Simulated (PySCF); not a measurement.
C$_{3}$H$_{9}$ClGeSi

```xyz
15

Si    2.3440    0.2332    0.3769
Ge    0.6809   -0.8337   -0.9285
Cl    0.6363   -2.9419   -0.5917
C    -1.1696   -0.2157   -0.5973
C    -1.6646   -0.1295    0.8183
C    -1.4096    1.1198    0.0473
H     3.6731   -0.2765    0.0464
H     2.0869    0.0151    1.8013
H     2.3129    1.6719    0.1127
H     0.8856   -0.7443   -2.4539
H    -1.9047   -0.5216   -1.3340
H    -0.9793   -0.3815    1.6170
H    -2.6866   -0.4107    1.0255
H    -2.2566    1.7026   -0.2848
H    -0.5531    1.7208    0.3229
```

Geometry: GFN2-xTB.

Computed with PySCF 2.14.0, CAM-B3LYP/def2-SVPD, SCF density, gas phase.

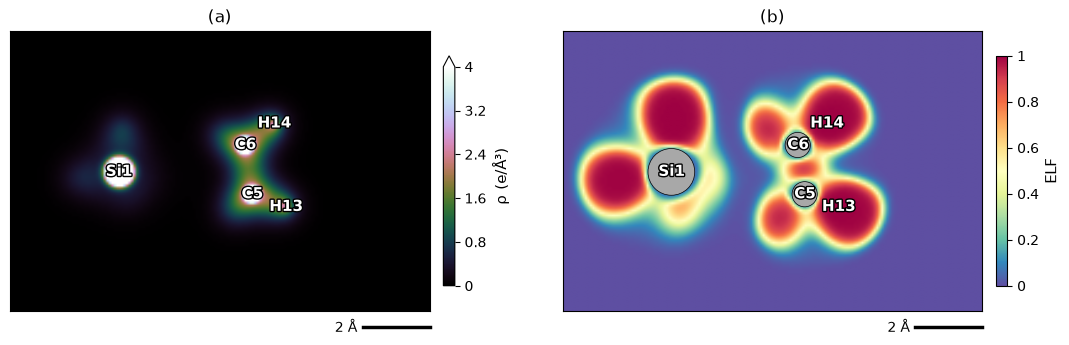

Figure 1. (a) electron density; (b) ELF on the plane of atoms C5, C6 and H14. Grey discs cover the atomic cores in the ELF map.

Q: What do the fields say about this system?

A: Atoms in the plane: Si, C and H. C–C (1.49 Å): ρ at the midpoint is about 1.6 e/Å³; the ELF peaks at about 0.90 between the atoms: a covalent bond. C–H (1.08 Å): the density is about 2 e/Å³ at the midpoint; the ELF climbs to about 1 towards the hydrogen, as it does in any bond to H (a covalent bond by its length).

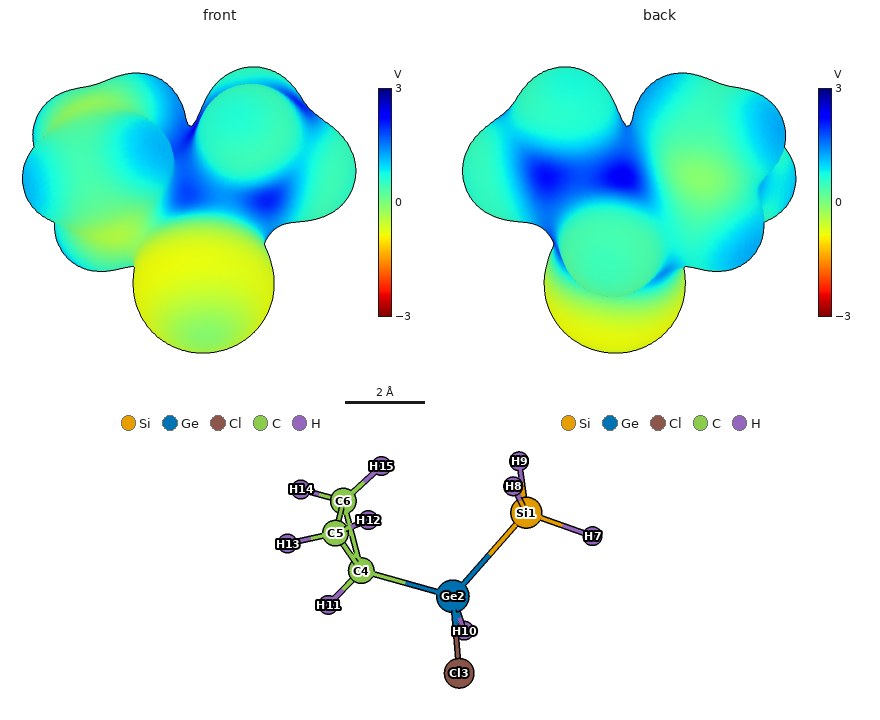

Figure 2. The electrostatic potential painted on the density surface at 0.004 e/bohr³, seen from the front and from behind; red is negative and blue positive. The bare structure is drawn below in the same view.

Q: Describe the electrostatic potential map.

A: The most negative region (about −0.8 V) lies over Cl3, the most positive (about +2.2 V) over Si1 and Ge2.

Q: How polar is the molecule by this calculation?

A: Its dipole moment is 2.50 D.
